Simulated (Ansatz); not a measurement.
# CH4Si (SMILES C[SiH]) at 6 levels

Wanted: a comparison of 6 runs (HF/STO-3G, HSE06/STO-3G, PBE0/STO-3G, SVWN5/STO-3G, UPBE0/STO-3G, RPA@PBE/STO-3G) of CH4Si. 

The results are computed with Ansatz 0.2.0.

47 further runs of the same task are left out: 47 set aside as unsound or not needed.

## (1) The system as given

The species is CH4Si (6 atoms), meant as a singlet with charge 0. As SMILES, `C[SiH]`. The H5–C1 distance was set to 2.745 Å, away from the relaxed value. At this shape a bond of the SMILES string is far longer than usual.

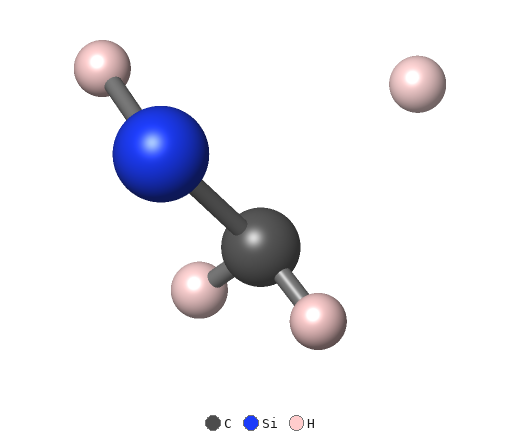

The structure, seen from a chosen angle (carbon dark grey, silicon blue, hydrogen pink).

## (2) The energy at HF/STO-3G (run 1)

input.yaml reads:

```yaml
crystal:
  periodic: [false, false, false]
  atoms:
    - {symbol: C, position_ang: [-0.197752, -1.488024, 0.830475]}
    - {symbol: Si, position_ang: [0.813048, -0.912224, 2.323075]}
    - {symbol: H, position_ang: [-1.261152, -1.532124, 1.098575]}
    - {symbol: H, position_ang: [0.110748, -2.457624, 0.437775]}
    - {symbol: H, position_ang: [-0.024000, 0.382000, -1.170800]}
    - {symbol: H, position_ang: [0.037948, 0.397976, 2.484775]}
basis:
  gaussian: {orbitals: STO-3G}
hamiltonian: {xc: hf}
accuracy: high
```

Launch:

```bash
$ ansatz run input.yaml --threads 1 --pin off --max-ram 2610MiB --events-out events.jsonl --progress --plain --runs-dir runs
```

The log of the run:

```text
Warning: RAYON_NUM_THREADS=1 ignored (pool sized by the plan → 1); use --threads N
Functional definition: HF
  name "HF"
  exchange = exact_x
  correlation = 0
309 factors; integrals over basis functions are off by at most 1.3e-8 eV
mean field evaluation 1: about -8835.7076 eV, gradient 1.8e1 eV
mean field evaluation 2: about -8835.7458 eV, gradient 1.8e1 eV
mean field evaluation 4: about -8840.6804 eV, gradient 3.8e0 eV
mean field evaluation 8: about -8840.9198 eV, gradient 7.5e-2 eV
mean field evaluation 16: about -8840.9157 eV, gradient 1.8e-8 eV
mean field evaluation 32: about -8836.3706 eV, gradient 9.5e0 eV
mean field -8840.91574163 eV, -324.8976609171 hartree, gradient 1.8e-8 eV, S^2 0.000000; 0 other end points of the search recorded, 0 dependent functions left out
reference -8840.91574163 eV, -324.8976609171 hartree; 12, 12 occupied and 6, 6 virtual orbitals, 309 factors
Total energy: -8840.91574163 eV, -324.8976609171 hartree
```

Wall time 0.1 s (1 thread of Arm Neoverse V2, shared host).

## (3) The energy at HSE06/STO-3G (run 2)

in.yaml reads:

```yaml
crystal:
  periodic: [false, false, false]
  atoms:
    - {symbol: C, position_ang: [-0.197752, -1.488024, 0.830475]}
    - {symbol: Si, position_ang: [0.813048, -0.912224, 2.323075]}
    - {symbol: H, position_ang: [-1.261152, -1.532124, 1.098575]}
    - {symbol: H, position_ang: [0.110748, -2.457624, 0.437775]}
    - {symbol: H, position_ang: [-0.024000, 0.382000, -1.170800]}
    - {symbol: H, position_ang: [0.037948, 0.397976, 2.484775]}
basis:
  gaussian: {orbitals: STO-3G}
hamiltonian: {xc: hse06}
accuracy: high
```

Launch:

```bash
$ ansatz run in.yaml --threads 1 --pin off --max-ram 2610MiB --events-out events.jsonl --progress --plain --runs-dir runs
```

The log of the run:

```text
Warning: RAYON_NUM_THREADS=1 ignored (pool sized by the plan → 1); use --threads N
Functional definition: HSE06
  name "HSE06"
  parameter a = 0.25
  parameter omega = 0.11/bohr
  exchange = pbe_x - a*pbe_x_sr(omega) + a*exact_x_sr(omega)
  correlation = pbe_c
309 factors; integrals over basis functions are off by at most 1.3e-8 eV
65 factors; integrals over basis functions are off by at most 1.3e-9 eV
mean field evaluation 1: about -8851.8173 eV, gradient 3.1e1 eV
mean field evaluation 2: about -8825.9130 eV, gradient 6.6e1 eV
mean field evaluation 4: about -8852.6592 eV, gradient 2.0e1 eV
mean field evaluation 8: about -8860.6987 eV, gradient 7.3e0 eV
mean field evaluation 16: about -8860.9906 eV, gradient 1.3e-7 eV
mean field -8860.99064928 eV, -325.6354001660 hartree, gradient 1.2e-8 eV, S^2 0.000000; 0 other end points of the search recorded, 0 dependent functions left out
reference -8860.99065139 eV, -325.6354002434 hartree; 12, 12 occupied and 6, 6 virtual orbitals, 309 factors
Total energy: -8860.99065139 eV, -325.6354002434 hartree
```

It took 1.2 s on 1 thread of Arm Neoverse V2, shared host.

Run 3 isn't shown in full; the table further down has it.

## (4) A single-point energy at SVWN5/STO-3G (run 4)

run.yaml reads:

```yaml
crystal:
  periodic: [false, false, false]
  atoms:
    - {symbol: C, position_ang: [-0.197752, -1.488024, 0.830475]}
    - {symbol: Si, position_ang: [0.813048, -0.912224, 2.323075]}
    - {symbol: H, position_ang: [-1.261152, -1.532124, 1.098575]}
    - {symbol: H, position_ang: [0.110748, -2.457624, 0.437775]}
    - {symbol: H, position_ang: [-0.024000, 0.382000, -1.170800]}
    - {symbol: H, position_ang: [0.037948, 0.397976, 2.484775]}
basis:
  gaussian:
    orbitals: STO-3G
hamiltonian:
  xc: {name: SVWN5}
accuracy: high
```

Launch:

```bash
$ ansatz run run.yaml --threads 1 --pin off --max-ram 2610MiB --events-out events.jsonl --progress --plain --runs-dir runs
```

The log of the run:

```text
Warning: RAYON_NUM_THREADS=1 ignored (pool sized by the plan → 1); use --threads N
Functional definition: SVWN5
  name "SVWN5"
  exchange = slater_x
  correlation = vwn5_c
309 factors; integrals over basis functions are off by at most 1.3e-8 eV
mean field evaluation 1: about -8811.7730 eV, gradient 4.0e1 eV
mean field evaluation 2: about -8774.0072 eV, gradient 7.9e1 eV
mean field evaluation 4: about -8810.7510 eV, gradient 2.5e1 eV
mean field evaluation 8: about -8823.0243 eV, gradient 2.2e-1 eV
mean field evaluation 16: about -8821.1547 eV, gradient 2.0e0 eV
mean field -8823.02501709 eV, -324.2401889169 hartree, gradient 3.9e-8 eV, S^2 0.000000; 1 other end points of the search recorded, 0 dependent functions left out
reference -8823.02501913 eV, -324.2401889919 hartree; 12, 12 occupied and 6, 6 virtual orbitals, 309 factors
Total energy: -8823.02501913 eV, -324.2401889919 hartree
```

Run time: 0.91 s. Hardware: 1 thread of Arm Neoverse V2, shared host.

Run 5 isn't shown in full; the table further down has it.

## (5) The energy at RPA@PBE/STO-3G (run 6)

job.yaml reads:

```yaml
crystal:
  periodic: [false, false, false]
  atoms:
    - {symbol: C, position_ang: [-0.197752, -1.488024, 0.830475]}
    - {symbol: Si, position_ang: [0.813048, -0.912224, 2.323075]}
    - {symbol: H, position_ang: [-1.261152, -1.532124, 1.098575]}
    - {symbol: H, position_ang: [0.110748, -2.457624, 0.437775]}
    - {symbol: H, position_ang: [-0.024000, 0.382000, -1.170800]}
    - {symbol: H, position_ang: [0.037948, 0.397976, 2.484775]}
basis:
  gaussian:
    orbitals: STO-3G
hamiltonian:
  xc: pbe
correlation:
  method: rpa
  frozen_orbitals: {C: 1, H: 0, Si: 5}
accuracy: high
```

Launch:

```bash
$ ansatz run job.yaml --threads 1 --pin off --max-ram 2610MiB --events-out events.jsonl --progress --plain --runs-dir runs
```

The log of the run, cut to the lines that bear on the results:

```text
Warning: RAYON_NUM_THREADS=1 ignored (pool sized by the plan → 1); use --threads N
Functional definition: PBE
  name "PBE"
[...]
309 factors; integrals over basis functions are off by at most 1.3e-8 eV
[...]
mean field -8860.61948244 eV, -325.6217600360 hartree, gradient 6.7e-9 eV, S^2 0.000000; 2 other end points of the search recorded, 0 dependent functions left out; unrestricted orbitals would lower it
[...]
unrestricted determinant -8846.11305422 eV, -325.0886586317 hartree, S^2 1.2299
6 core orbitals not correlated: weight in the atoms' cores, before any rotation towards them, 1.000 or more for the frozen orbitals, at most 0.000 for the correlated occupied ones
reference -8840.34101853 eV, -324.8765402327 hartree; 6, 6 occupied and 6, 6 virtual orbitals, 309 factors
Total energy: -8849.62347839 eV, -325.2176643406 hartree
```

It took 2.4 s on 1 thread of Arm Neoverse V2, shared host; peak memory 0.094 GiB.

## (6) The series

| run | level | frozen core orbitals | energy (Eh) | wall time |
| --- | --- | --- | --- | --- |
| 1 | HF/STO-3G | – | -324.897661 | 0.1 s |
| 2 | HSE06/STO-3G | – | -325.635400 | 1.2 s |
| 3 | PBE0/STO-3G | – | -325.643138 | 0.97 s |
| 4 | SVWN5/STO-3G | – | -324.240189 | 0.91 s |
| 5 | UPBE0/STO-3G | – | -325.712320 | 3.9 s |
| 6 | RPA@PBE/STO-3G | 6 | -325.217664 | 2.4 s |

## (7) Summary of results

| quantity | value |
| --- | --- |
| run 6: total energy | -325.21766 Eh |
| run 6: RPA correlation energy (valence) | -341.1 mEh |

**Reading.** Totals of different functionals can't be ranked against each other. In run 6 the log says that unrestricted orbitals would lower the reference, so the values rest on an unstable closed-shell determinant (other closed-shell runs at this shape may share the fault). In runs 1, 2, 3, 4, 5, 6 the basis is minimal, so the values are rough. In runs 1, 2, 3, 4, 6 a closed-shell determinant meets a far-stretched bond, which it describes badly. Spin contamination of the reference: run 5 ⟨S²⟩ = 1.07. Where it is this large, the reference is a mixture of spin states, and values that rest on it are in doubt. All runs together took 9.5 s, the longest 3.9 s.
